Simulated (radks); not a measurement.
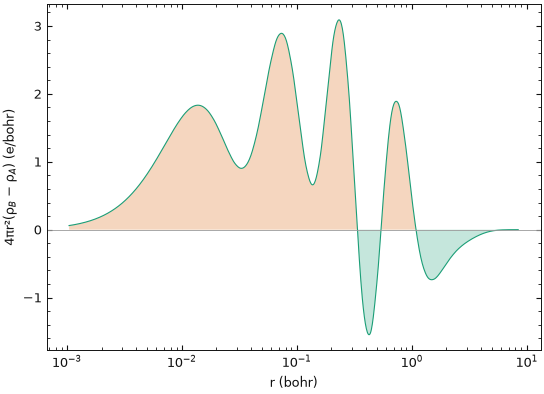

Two nuclei with the same 47 electrons, [Kr] 4d10 5s1 (high spin), were computed: Cd⁺; In²⁺. Computed with the in-house radial solver radks: non-relativistic Kohn-Sham, LB94 model potential, spin-polarised, spherical densities, point nucleus.

The plot shows the radial density of run B less that of run A; on the logarithmic r axis, areas aren't charges.

Question: Which run is A and which is B? Where does the charge move?

Answer: A is Cd⁺; B is In²⁺. B holds 1.2 electrons more than A where the difference is positive (most at r = 0.23 bohr) and 1.2 electrons fewer where it is negative (most at r = 0.42 bohr), with no net change. The larger nuclear charge draws every shell in.
